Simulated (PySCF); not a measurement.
SMILES F[C](F)C(F)(F)C(F)(F)F, doublet at its CAM-B3LYP/def2-SVP optimised geometry (Å):

```
10

F      1.9564    -0.8657     0.2476
C      0.6500    -0.8673     0.1414
F      0.2195    -1.7546    -0.7262
C      0.0463     0.5078     0.0000
F      0.4676     1.2620     1.0231
F      0.4542     1.0871    -1.1487
C     -1.4934     0.5078     0.0000
F     -1.9352     1.7546     0.0000
F     -1.9431    -0.1109     1.0854
F     -1.9564    -0.1159    -1.0736
```

Computed with PySCF with unrestricted CAM-B3LYP/def2-TZVP. Cells within 0.4 Å of a nucleus heavier than hydrogen are left out (blank, or x).

Map of the spin density (e/bohr³) on the plane z = 0.8 Å:

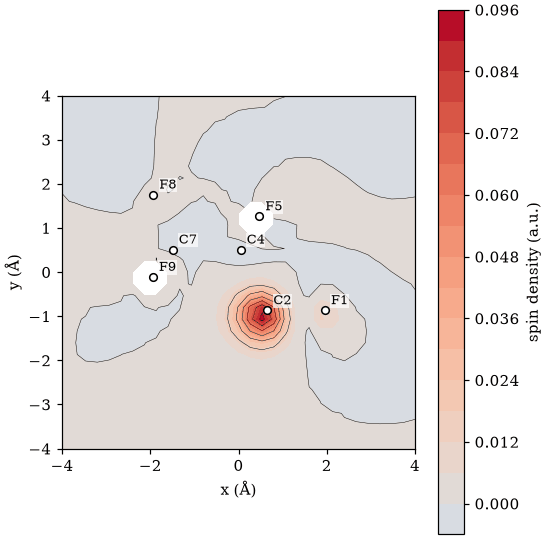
Figure: Spin density (e/bohr³) on the plane z = 0.8 Å.
